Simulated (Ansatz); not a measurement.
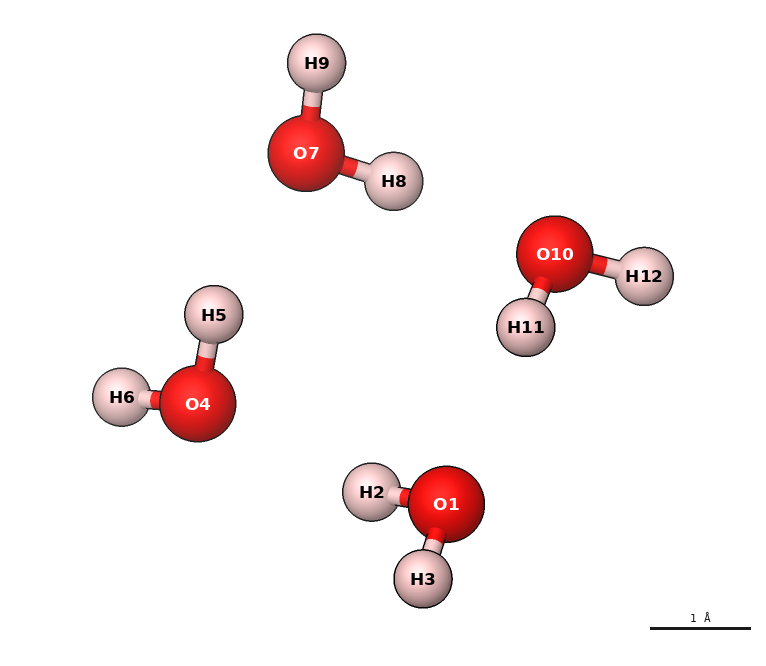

The picture comes from a calculation with Ansatz.

Geometry: a fixed input geometry, not necessarily a minimum.

Find the hydrogen bonds (donors O, N, F, S or Cl) and give their geometry.

```
     D–H···A  D–H (Å)  H···A (Å)  angle (°)            kind
  O1–H2···O4     0.96       1.97        139  intermolecular
  O4–H5···O7     0.96       1.97        139  intermolecular
 O7–H8···O10     0.96       1.97        139  intermolecular
O10–H11···O1     0.96       1.97        139  intermolecular
```
